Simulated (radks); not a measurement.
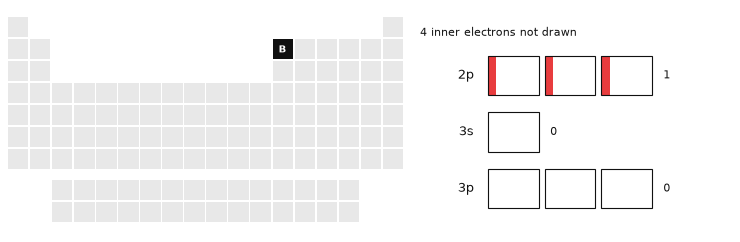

Fig. 1: Left, the place of boron in the periodic table; right, the outer shells as the input fills them: a box for each of the 2l + 1 orbitals, shaded by the share of the shell that is filled, with the electron count at the right.

## Run report: B, atomic calculation

- system: a free B atom in the configuration [He] 2s2 2p1 (high spin).
- method: scalar-relativistic Kohn-Sham, LDA (Slater exchange, Perdew-Wang correlation), spin-polarised, spherical densities, point nucleus (the in-house radial solver radks)

**The input**
```
Z 5
configuration [He] 2s2 2p1 3s0 3p0
relativity scalar-relativistic
functional lda,pw
spin polarised
nucleus point
c 137.035999084
```

Energies in input and log are in hartree, lengths in bohr.

Hardware: 1 CPU thread, shared host.

**Log**
```
1s      1   1.0000          -6.56499479
2s      1   1.0000          -0.36032628
2p      1   1.0000          -0.15051569
3s      1   0.0000          -0.00595221
3p      1   0.0000           0.00090389
1s      2   1.0000          -6.55252103
2s      2   1.0000          -0.31910215
2p      2   0.0000          -0.11346229
3s      2   0.0000          -0.00325275
3p      2   0.0000           0.00090687
Etot -24.35987627392325
Ekin 24.192707395581163
Encl -56.54629365244118
Eh 11.531300590399283
Exc -3.5375906074625183
err 8.658472431461423e-11
it 14
```

**Slater integrals of the outer shells (hartree)**

```tsv
integral	value
F0(2p,2p)	0.4152
F2(2p,2p)	0.1854
F0(2p,2s)	0.4389
G1(2p,2s)	0.2692
F0(2p,1s)	0.6045
G1(2p,1s)	0.0498
F0(2p,3s)	0.1294
G1(2p,3s)	0.0085
F0(2s,2s)	0.4670
F0(2s,1s)	0.6637
G0(2s,1s)	0.0456
F0(2s,3s)	0.1305
G0(2s,3s)	0.0055
F0(1s,1s)	2.8421
F0(1s,3s)	0.1390
G0(1s,3s)	0.0022
F0(3s,3s)	0.0931
```

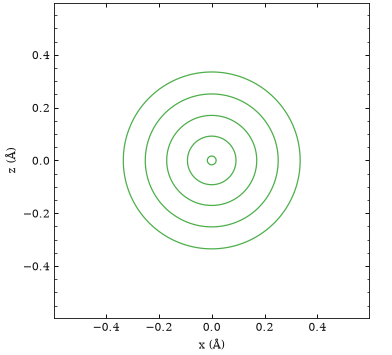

Fig. 2: The 1s orbital of up spin. In the xz plane through the nucleus, contours of ψ are drawn, solid for positive and dashed for negative values, each about twice the one before. (1 bohr = 0.529 Å.) The radial function comes from the spherical calculation and is multiplied by a real spherical harmonic; the overall sign is chosen so that the largest lobe of P(r) is positive; at the scalar-relativistic level it is the large component. It has no angular node and no radial node. The maximum of P² lies at 0.212 bohr, ⟨r⟩ = 0.333 bohr, 90 % of the charge lies within 0.599 bohr, and the eigenvalue is −178.6 eV, with 1 electron in the shell for this spin.

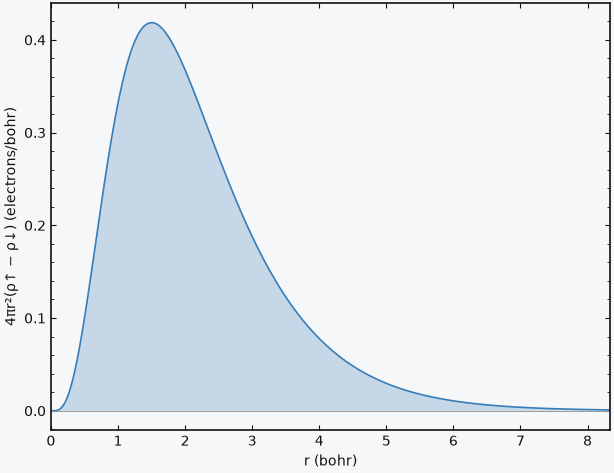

Fig. 3: The radial spin density. The curve integrates to 1 unpaired electron, held by 2p (+1). Its largest value, 0.419 electrons/bohr, lies near r = 1.5 bohr. Regions of the opposite sign are negligible.

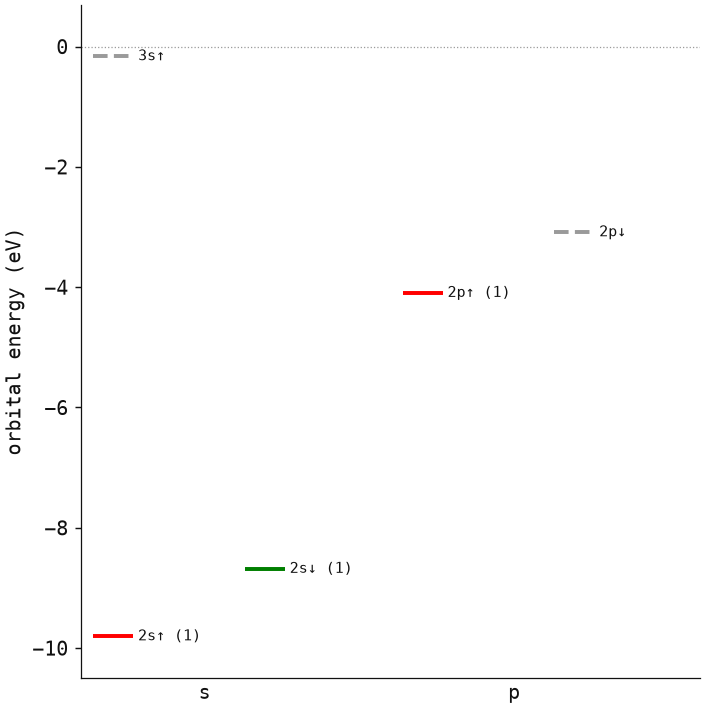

Fig. 4: The outer levels are drawn by angular momentum (occupations in brackets, up spins at the left of each column and down spins at the right, empty levels dashed). The highest occupied level is 2p up at −4.10 eV. From the top down the occupied levels run 2p up (−4.10 eV), 2s down (−8.68 eV), 2s up (−9.80 eV). The lowest empty level drawn is 2p down at −3.09 eV. The largest exchange splitting (down less up) among the shells drawn in both spins is that of 2s, 1.12 eV. The measured ionisation energy (NIST) is 8.30 eV; minus the highest level, 4.10 eV, lies 51 % below it, as is usual for a semilocal functional, whose potential decays too fast.

**Summary**

- outcome: converged
- total energy: −24.359876 hartree
- kinetic energy: 24.192707 hartree
- electron–nucleus energy: −56.546294 hartree
- Hartree energy: 11.531301 hartree
- exchange–correlation energy: −3.537591 hartree
- radius at density 0.001 e/bohr³: 3.91 bohr
- SCF iterations: 14
